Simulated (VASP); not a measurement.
Band structure of KZnF$_{3}$ (cubic perovskite). Calculation: revTPSS meta-GGA, VASP's PBE PAW potentials (set 64) (plane waves; VASP).

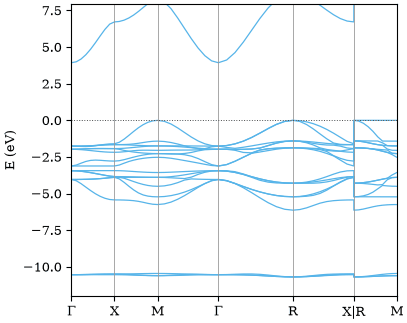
Figure. Bands along high-symmetry lines, zero at the valence-band maximum or, without a gap, the Fermi level

Q: Read the plot: is there a gap, and where are the band edges?

A: The gap is indirect, 3.93 eV, from the valence maximum at R to the conduction minimum at Γ.

The compound is KZnF3 in the cubic perovskite structure. It was relaxed first.
